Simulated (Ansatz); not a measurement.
# WSe2 (P6_3/mmc): the dielectric response by several routes, part 2 of 2

How strongly does WSe2 (P6_3/mmc) screen? Routes: perturbation theory, a sum over states and the RPA step of G0W0.

Ansatz 0.2.0; linear response on PBE, plane waves, PAW. Known limits of the many-body steps: not at the basis limit; no spin-orbit coupling; coarse k mesh.

So far. Step 2 (Response to a homogeneous field): One over ε∞ averages 0.09, well under the quarter of exact exchange in PBE0, which by this rule of thumb may open the gap too far. Step 3 (Independent-particle spectrum): The sum gives ε∞ = 15.90 and 10.72 without local fields.

The database entry behind the starting cell differs from later determinations by our own check (a about 0.2 % long), so it need not match the best structure at ambient conditions.

### 3. Independent-particle spectrum (continued)

Level of this step: independent-particle optics on PBE, plane waves, PAW (Ansatz).

Independent particles, no local fields, Gaussian width 0.2 eV. Table of loss function by photon energy; read off at these points:

| photon energy (eV) | xx=yy | zz |
| --- | --- | --- |
| 0.0 | 0 | 0 |
| 2.0 | 0.0133 | 0.00101 |
| 4.0 | 0.0488 | 0.0244 |
| 6.0 | 0.0929 | 0.0846 |
| 8.0 | 0.188 | 0.0944 |
| 10.0 | 0.202 | 0.124 |
| 12.0 | 0.228 | 0.163 |
| 14.0 | 0.315 | 0.392 |
| 16.0 | 0.460 | 0.312 |
| 18.0 | 0.692 | 0.667 |
| 20.0 | 1.82 | 1.77 |
| 22.0 | 3.86 | 4.37 |
| 22.3 | 4.11 | 4.58 |
| 22.4 | 4.14 | 4.45 |
| 24.0 | 2.34 | 3.19 |

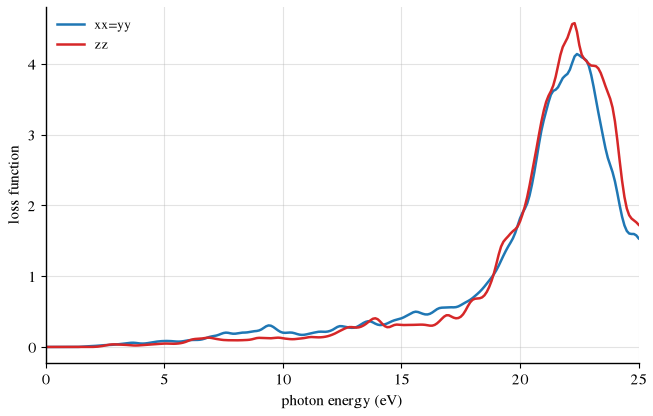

Loss function against photon energy.

### 4. RPA screening from the G0W0 run

G0W0 replaces the xc potential by the self-energy, built once from these orbitals. Only a window of levels is corrected, while the sums run over the empty bands that the input names.

This step: G0W0 on PBE, plane waves, PAW.

Contents of input.yaml:

```yaml
crystal:
  lattice:
    - [3.29, 0.0, 0.0]
    - [-1.645, 2.8492235785, 0.0]
    - [0.0, 0.0, 12.97]
  atoms:
    - { symbol: W, position: [0.3333333333, 0.6666666667, 0.25] }
    - { symbol: W, position: [0.6666666667, 0.3333333333, 0.75] }
    - { symbol: Se, position: [0.3333333333, 0.6666666667, 0.621] }
    - { symbol: Se, position: [0.6666666667, 0.3333333333, 0.121] }
    - { symbol: Se, position: [0.3333333333, 0.6666666667, 0.879] }
    - { symbol: Se, position: [0.6666666667, 0.3333333333, 0.379] }
kpoints:
  mp_grid: { grid: [6, 6, 2] }
hamiltonian:
  xc: pbe
scf:
  occupations: { method: fixed }
gw:
  n_empty_bands: 780
  ecut_chi: 200.0
  qp_bands: [v2, c2]
  qp_kpoints: band_edges
  screening: { model: contour_deformation }
```

Started as:

```bash
$ ansatz run input.yaml --threads 3 --pin off --max-ram 92160MiB --backend cuda --events-out ev --progress --plain --runs-dir out --devices 1 --max-vram 13GiB  # rebuilt from the run's record
```

Numbers of over 12 decimals in the logs are rounded to 6 here.

Log:

```text
GPUs: using 1 of 1 available (devices: 1).
[...]
GPU FFT provider: cuFFT
GPU libraries: cuBLAS 13.8.2, cuFFT 12.4.0, cuSOLVER 12.3.4
Crystal: 6 atoms, lattice volume = 121.580 Å³
Basis set: ecut = 420 eV, 2419 PW (Γ)
Bands: 56, of which v1, the nominal top of the filled ones, is band 46 counted from 1 (45 counted from 0)
Symmetry: 24 space group operations
[...]
k-points: 14 of 72
[...]
1    48     15.6022   -13.8250    -4.2852   -18.1422  0.7544    15.6343    15.6342  root
[...]
13    45     12.6187   -18.3733     0.2750   -17.7227  0.7512    12.2414    12.2431  root
    13    46     12.6187   -18.3733     0.2750   -17.7227  0.7512    12.2414    12.2431  root
    13    47     14.2841   -15.5713    -4.0707   -19.6909  0.7435    14.3332    14.3331  root
    13    48     14.2841   -15.5713    -4.0707   -19.6909  0.7435    14.3332    14.3331  root
[key lines of the parts left out:]
SCF converged after 6 iterations
Free energy (F): -42649.206099 eV
Fermi energy:    12.956967 eV
```

The job ended after 60 s (1 × NVIDIA H100 80GB HBM3 (shared by 6 runs) with 3 threads of AMD EPYC 7R13 (Zen 3), shared host; peak memory 3.1 GiB).

This step gave:

| Item | Value |
| --- | --- |
| bands summed | 826 |
| RPA ε∞ on this mesh (eigenvalues) | 7.117, 15.25, 15.25 |
| plane waves in the screening matrix | 773 |
| G0W0 gap on the mesh | 1.295 eV |
| k of the valence top | 0, 0, 0 |
| k of the conduction bottom | 0.1667, 0.1667, 0 |
| starting gap on the mesh | 0.9758 eV |
| least direct G0W0 gap on the computed points | 1.941 eV |

The gap on the mesh goes from 0.98 eV to 1.30 eV, a correction of +0.32 eV. Between the two edge states, bare exchange in place of the xc potential would open the gap by 4.35 eV, and correlation takes back 4.03 eV.

Mean over the mesh in bins of 0.25 1/Å. The static inverse dielectric function, diagonal by length of q+G:

| length of q+G (Å⁻¹) | static inverse dielectric function, diagonal |
| --- | --- |
| 0.34 | 0.113 |
| 0.75 | 0.188 |
| 1.28 | 0.348 |
| 1.75 | 0.486 |
| 2.51 | 0.668 |
| 3.00 | 0.751 |
| 3.51 | 0.814 |
| 4.00 | 0.864 |
| 4.50 | 0.905 |
| 5.00 | 0.933 |
| 5.75 | 0.960 |
| 6.25 | 0.972 |
| 6.75 | 0.981 |
| 7.19 | 0.986 |

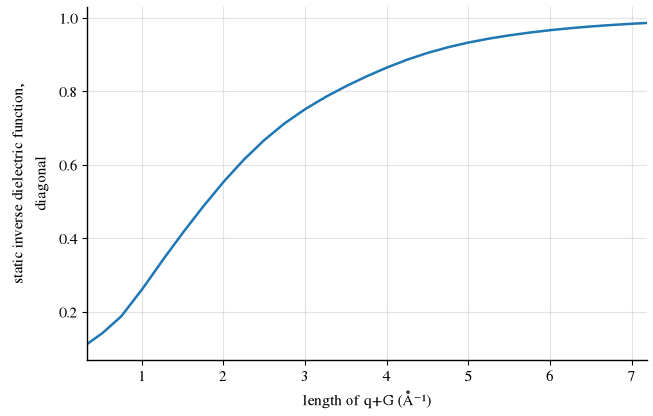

Static inverse dielectric function, diagonal, plotted against length of q+G.

### 5. The values together

Times are wall times on 1 × NVIDIA H100 80GB HBM3 (shared by 6 runs) with 3 threads of AMD EPYC 7R13 (Zen 3), shared host, good to a factor of about two.

| method | mesh | ε∞, low | middle | high | mean | time |
| --- | --- | --- | --- | --- | --- | --- |
| perturbation theory (local fields and xc kernel) | 9×9×2 (response on 200 points) | 7.37 | 15.24 | 15.24 | 12.62 | 42 s |
| sum over states (no local fields) | 12×12×2 | 10.72 | 15.90 | 15.90 | 14.17 | 53 s |
| RPA with local fields, on the GW mesh | 6×6×2 | 7.12 | 15.25 | 15.25 | 12.54 | 60 s |

### 6. Outcome

```
perturbation theory (local fields and xc kernel) : 7.37, 15.24, 15.24
sum over states (no local fields)                : 10.72, 15.90, 15.90
RPA with local fields, on the GW mesh            : 7.12, 15.25, 15.25
```

In words: Mean Born effective charge: W1 -1.09, Se3 0.55 e. Distinct peaks of the ε₂ (xx=yy) stand at 3.0 and 4.2 eV; the one at 3 eV is strongest. The loss function (xx=yy) has its highest peak at 22.4 eV. The sum without local fields gives 14.17 in the mean against 12.62 by perturbation theory; local fields lower ε∞ and the xc kernel gives part of it back, though the sum also carries the error of its own mesh. The RPA values on the 6×6×2 mesh average 0.99 times those of perturbation theory (means 12.54 and 12.62, which can hide unlike anisotropies). Without the xc kernel RPA should lie a little lower, and the mean does, by little. PBE usually puts the gap too low, which tends to raise ε∞. Ions are clamped, so the lattice part of the static constant is not in these numbers.

[Paths, hosts, dates, memory and timing lines, banners, echoed tables and standing remarks are left out of the program output.]

[Logs are printed without paths, hosts, clocks, repeated set-up lines and the standing remarks that a program may print on its own settings, such as how far it seeks lower states.]

[Runs of the session that timed out or met a known fault of the program may be left out.]

[Cells called generated may have been cut or substituted from an entry of the Crystallography Open Database or the Materials Project.]

[Hosts, paths, dates, database ids (printed as entryN), source tags and the programs' standing remarks are cut or masked in the printed files.]
